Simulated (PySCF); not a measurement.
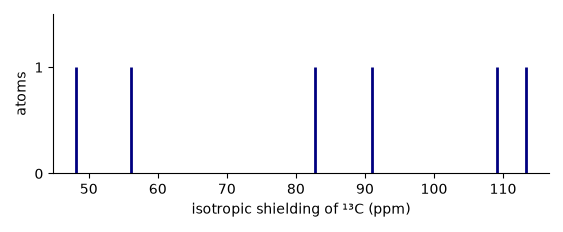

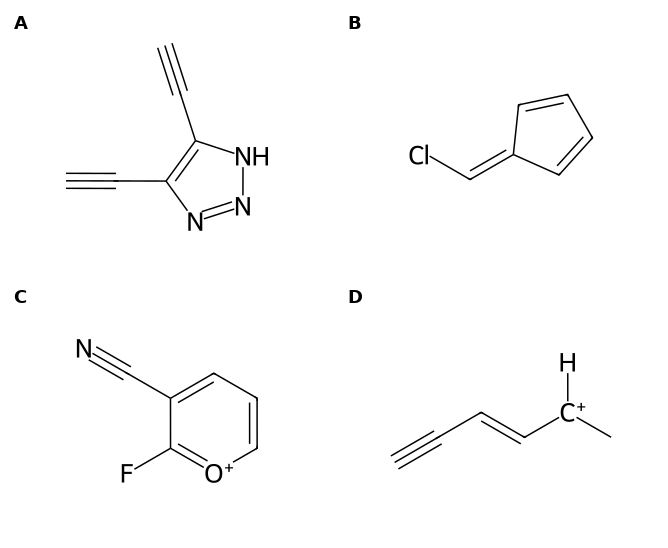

The sticks are computed shieldings of one of the molecules, for one fixed geometry (GFN2-xTB) without averaging over rotations. Low shielding means a high chemical shift. Method: GIAO PBE0/pcSseg-1 NMR shielding, non-relativistic, gas phase (PySCF 2.14.0).

**Match the spectrum to a structure.**

A, `C#Cc1nn[nH]c1C#C`. Its 6 C atoms give lines at 48.1, 56.1, 82.7, 91.0, 109.1, 113.4 ppm.
